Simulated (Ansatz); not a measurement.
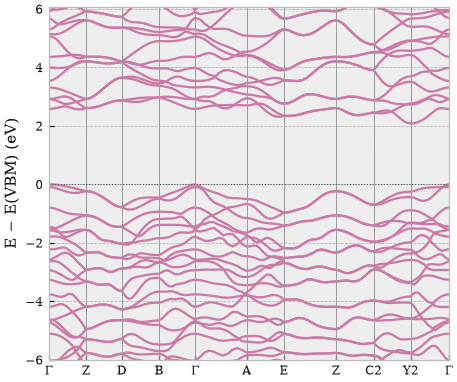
Fig. 1. Band structure from r²SCAN in the plane-wave PAW code Ansatz

### Question
Read off the gap and where the band edges lie.

### Answer
About 2.1 eV (2.08 eV by a search for the band edges); maximum at Γ, minimum at Y2.

### Question
Pick the material that matches.
(A) TiO2, P2_1/c (Ti on 4e, O on 4e, O on 4e)
(B) TaNO, P2_1 (Pearson symbol mP12)
(C) MgAl3N3O, Pm (Pearson symbol mP8)

### Answer
B, TaNO, P2_1 (Pearson symbol mP12)

The start of the workflow was typed in or built on a structure type; neither database checked (COD, Materials Project) lists it. COD files the formula under space group No. 12, 14, 191, so this cell is another polymorph or a model. Its standing as an ambient phase is unchecked. Symmetry was held in the r²SCAN relaxation; its stability against distortions is not shown here. No spin polarisation was allowed. Spin–orbit coupling is left out wherever it is not named.

Potentials: the earlier of the program's two PAW sets.
